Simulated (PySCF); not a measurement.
## Electronic structure of C₃H₁₂N₂Si₂ (SMILES [SiH3]C[SiH]1NCCN1) in real space

```xyz
19

Si    2.5214    0.1196    0.3906
C     1.6282   -1.0226   -0.8301
Si   -0.2576   -0.8455   -0.8956
N    -1.1598   -0.9386    0.5682
C    -1.6784    0.3558    0.9519
C    -1.8405    1.1443   -0.3444
N    -0.6950    0.8008   -1.1568
H     2.0299   -0.1011    1.7571
H     2.3426    1.5268    0.0296
H     3.9581   -0.1916    0.3750
H     2.0259   -0.8608   -1.8302
H     1.8492   -2.0610   -0.5878
H    -0.8521   -1.8416   -1.8080
H    -0.9070   -1.5198    1.3489
H    -0.9865    0.8867    1.6205
H    -2.6397    0.2464    1.4654
H    -2.7837    0.8587   -0.8305
H    -1.8622    2.2209   -0.1502
H    -0.7025    1.2318   -2.0659
```

Geometry: GFN2-xTB.

Theory: CAM-B3LYP/def2-SVPD, SCF density, gas phase (PySCF).

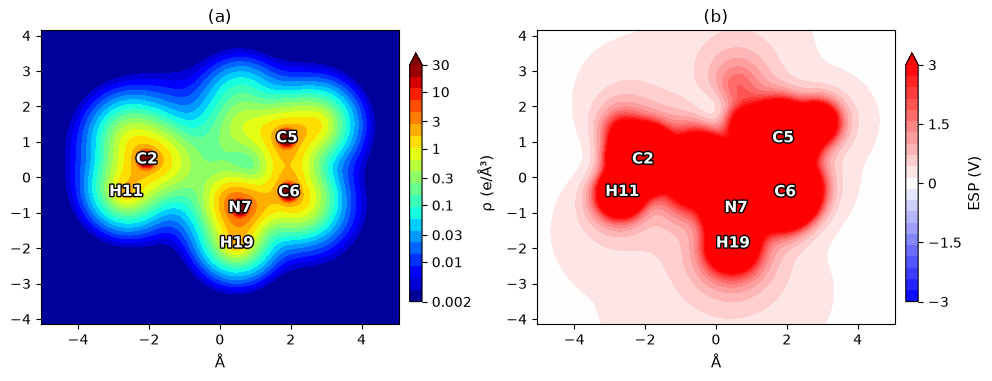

Figure 1. (a) electron density; (b) electrostatic potential on the plane of atoms C5, C6 and N7.

> Read the bonding off the picture.

The plane passes through C, N and H nuclei.
C–N (1.45 Å): ρ is about 1.9 e/Å³ halfway.
C–C (1.53 Å): ρ is about 1.7 e/Å³ halfway.
N–H (1.01 Å): the density is about 2.8 e/Å³ at the midpoint.
C–H (1.09 Å): the density is about 1.9 e/Å³ at the midpoint.
The potential has no marked negative region in this plane.

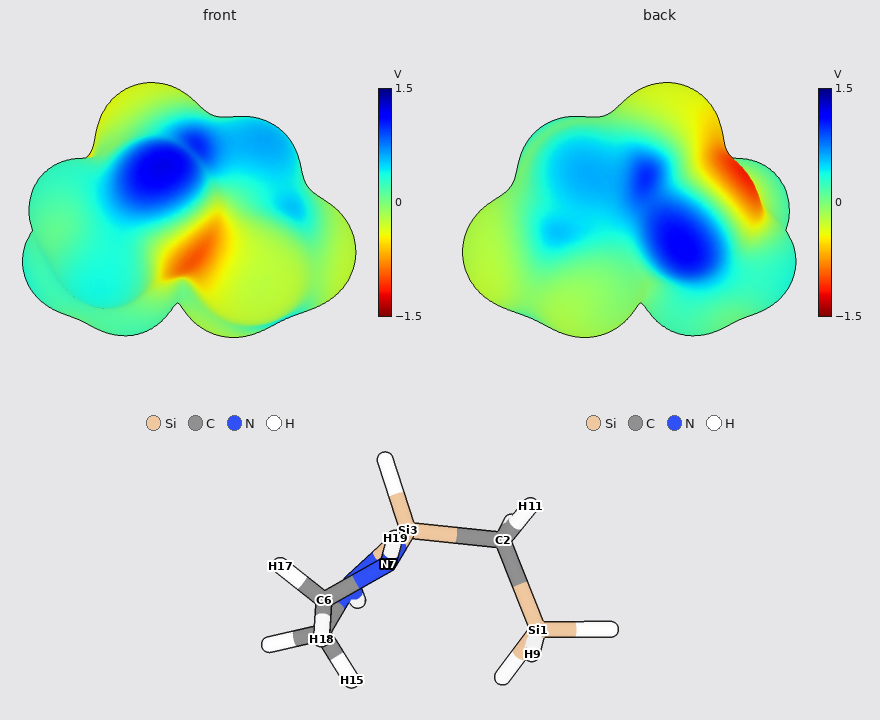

Figure 2. The electrostatic potential painted on the density surface at 0.001 e/bohr³, seen from the front and from behind; the colour scale runs from red (negative) to blue (positive). The bare structure is drawn below in the same view.

> Which sites attract a positive test charge, and which a negative one?

A positive charge is drawn to the negative regions and a negative charge to the positive ones. The most negative region (about −1.1 V) lies over N4, the most positive (about +1.2 V) over H14 and H19. N4 is the likeliest acceptor of a hydrogen bond.
